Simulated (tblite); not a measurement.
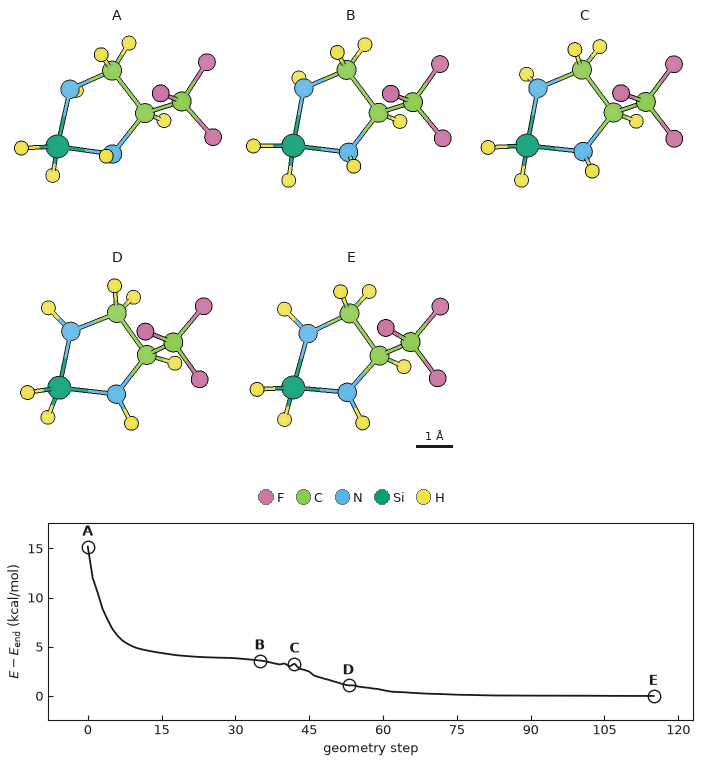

Frames of a relaxation of C3H7F3N2Si, marked on the history of the run. A ball-and-stick model, seen at a tilt.

Method: tblite 0.8.0, GFN2-xTB geometry optimisation, gas phase. 

> What happens along the run?

Over 115 geometry steps the energy falls by 15.2 kcal/mol. The largest moves after the best rigid fit, 1.12 Å, are those of H atoms. Largest moves by element: H 1.12 Å, F 0.43 Å, C 0.25 Å, N 0.21 Å, Si 0.08 Å. Among the contacts that change: C–N 1.501 → 1.433 Å, C–N 1.472 → 1.443 Å, H–N 1.025 → 1.005 Å, C–F 1.354 → 1.337 Å. Among the angles between lasting bonds that change: Si–N–H 105.0° → 125.1°, Si–N–H 105.5° → 124.0°, C–C–N 118.1° → 110.1°. The run took 6.8 s on 1 thread of Intel(R) Xeon(R) Processor @ 2.50GHz, on a shared host. From step 0 to 35: H atoms move most (0.48 Å), energy −11.6 kcal/mol. From step 35 to 42: H atoms move most (0.23 Å), energy −0.32 kcal/mol. From step 42 to 53: H atoms move most (0.60 Å), energy −2.21 kcal/mol. From step 53 to 115: an H atom moves most (0.34 Å), energy −1.07 kcal/mol.

```
step  E − E(0), kcal/mol
   0                0.00
   1               -3.19
   2               -4.66
   3               -6.32
   4               -7.41
   5               -8.37
   6               -9.03
   7               -9.53
   8               -9.86
   9              -10.13
  10              -10.32
  16              -10.89
  21              -11.17
  27              -11.30
  32              -11.44
  38              -11.89
  43              -12.41
  49              -13.55
  54              -14.11
  60              -14.60
  65              -14.84
  71              -14.99
  76              -15.08
  82              -15.14
  87              -15.15
  93              -15.16
  98              -15.16
 104              -15.17
 109              -15.19
 115              -15.19
```
